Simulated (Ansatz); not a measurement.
AlSiH₄: several calculations on one system

### Relaxation

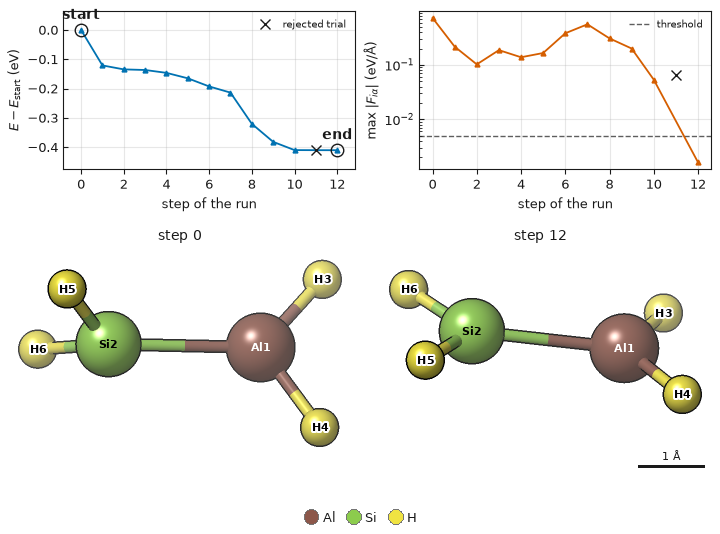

First and last geometry of a relaxation of AlSiH₄ (multiplicity 2), with the history of the run. Style: ball-and-stick. Shown from a free direction.

These are results of UKS PBE0-D4/def2-TZVP (Ansatz), not measurements. Settings: force threshold 0.005 eV/Å; at most 200 steps.

What do the curves and the structures tell?

Answer. It converged. The atom that moves furthest after the best rigid fit is H5 (1.09 Å). By element the largest moves are H 1.09 Å, Si 0.23 Å, Al 0.06 Å. Some distances before and after: Al1–H4 1.566 → 1.584 Å, Al1–H3 1.579 → 1.584 Å, Si2–H5 1.482 → 1.487 Å. Among the angles between lasting bonds that change: H3–Al1–H4 106.5° → 122.9°, Si2–Al1–H3 131.7° → 118.6°, H5–Si2–H6 101.3° → 109.6°. After 11 accepted moves (12 points after the start) the energy has fallen by 0.410 eV. Largest force component: 0.73 eV/Å at the start, 0.0016 eV/Å at the end. The line search rejected the trial step at point 11 of the run. The run took roughly 40 core-seconds on a shared host.

### Relaxation

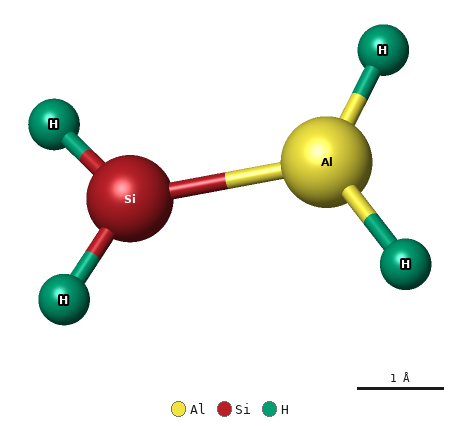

This is the input geometry for a constrained relaxation of AlSiH$_{4}$ (multiplicity 2). A ball-and-stick model, seen at a tilt.

These are results of Ansatz 0.2.0, UKS PBE0-D4/def2-TZVP, not measurements.

Input file:
```yaml
crystal:
  periodic: [false, false, false]
  atoms:
    - {symbol: Al, position_ang: [-0.254151, -1.191391, -0.071163]}
    - {symbol: Si, position_ang: [0.242432, 1.126141, 0.068647]}
    - {symbol: H, position_ang: [-1.091640, -1.991699, 1.339065]}
    - {symbol: H, position_ang: [0.156809, -1.975547, -1.384787]}
    - {symbol: H, position_ang: [0.912036, 1.924151, -0.992036]}
    - {symbol: H, position_ang: [-0.076002, 2.002735, 1.226359]}
basis:
  gaussian: {orbitals: def2-TZVP}
magnetization: {spin_polarized: true, initial_magnetization: 1}
hamiltonian: {xc: pbe0, dispersion: d4}
relax: {f_tol: 0.005, max_steps: 200, constraints: [{distance: [0, 2]}]}
```

### What does the optimiser find from here?

The energy falls by 0.04 kcal/mol in 3 geometry steps. Largest force component: 0.051 eV/Å at the start, 0.0025 eV/Å at the end. H4 moves most after the best rigid fit: 0.031 Å. Largest moves by element: H 0.031 Å, Al 0.019 Å, Si 0.004 Å. Some distances before and after: Al1–Si2 2.374 → 2.369 Å. Among the angles between lasting bonds that change: Si2–Al1–H4 118.5° → 120.6°.

The structure at the end:

```xyz
6

Al   -0.2458   -1.1839   -0.0860
Si    0.2409    1.1298    0.0685
H    -1.0820   -1.9677    1.3342
H     0.1467   -2.0043   -1.3800
H     0.9140    1.9316   -0.9865
H    -0.0844    1.9889    1.2358
```

### Scan

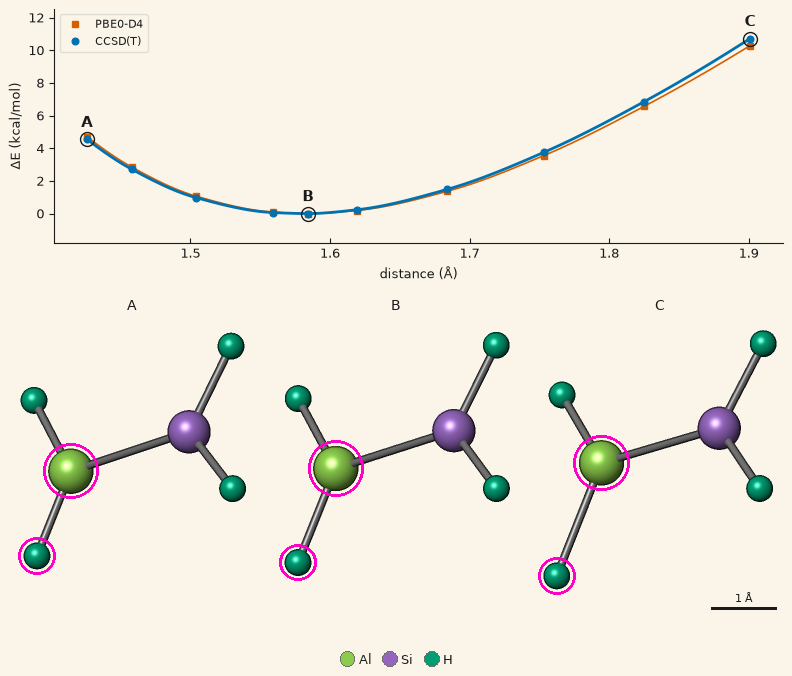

Energy scan for AlSiH$_{4}$ (multiplicity 2), in which one Al–H bond length is varied, with all other coordinates relaxed. The lettered frames are marked on the plot, at the values of CCSD(T). A ball-and-stick model, seen from a free direction. The ringed atoms are those of the scanned coordinate.

Computed with Ansatz: CCSD(T), PBE0-D4, basis def2-TZVPP, on geometries relaxed under the constraint at PBE0-D4/def2-TZVP. Coupled cluster with a frozen core. Energies are counted from the PBE0-D4/def2-TZVP minimum geometry at the same level.

### What does the scan show?

With CCSD(T): of the computed points the lowest is at the distance 1.584 Å, 0.0 kcal/mol. At the ends of the scan the energy is 4.5 kcal/mol (1.426 Å) and 10.7 kcal/mol (1.901 Å). The curvature at the lowest point is about 13 eV/Å² (2.1 mdyn/Å). The well is steeper on the short side, as for any bond. At 1.901 Å the levels give PBE0-D4 10.3 kcal/mol, CCSD(T) 10.7 kcal/mol.
